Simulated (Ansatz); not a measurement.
# From C to Sn: the vertical ionisation energy

Gas-phase molecules, one atom swapped for its congeners: C4H9Br (2-bromo-2-methylpropane) `CC(C)(C)Br`; Ge(CH3)3Br (bromotrimethylgermane); Sn(CH3)3Br (trimethyltin bromide). The Si member is missing. All are singlets with charge 0.

Shapes, held fixed at every level: PBE0-D4/def2-TZVP. Programs: Ansatz 0.2.0. Values in eV.

```csv
level,C4H9Br,Ge(CH3)3Br,Sn(CH3)3Br
PBE-D4/def2-TZVPP,9.83,9.40,9.12
PBE0-D4/def2-TZVPP,9.99,9.75,9.48
wB97M-V/def2-TZVPP,10.04,9.96,9.77
MP2/def2-TZVPP,10.20,10.19,10.01
CCSD/def2-TZVPP,10.01,9.98,9.78
CCSD(T)/def2-TZVPP,10.06,9.99,9.77
```

At CCSD(T)/def2-TZVPP the vertical ionisation energy falls at every step, from 10.06 to 9.77 eV. Every level shows the same order. For atoms past krypton def2 sets carry core potentials with scalar relativity. Relativity is left out for Br, Ge. Outer-core shells of Br, Ge, Sn are correlated, in sets that cover them unevenly. Spin-orbit splitting of the cation, tenths of an eV on Br, I, Se and Te, is left out.

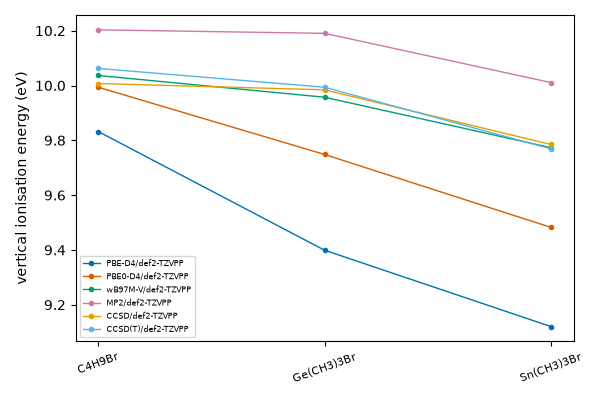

The trend along the series, level by level.
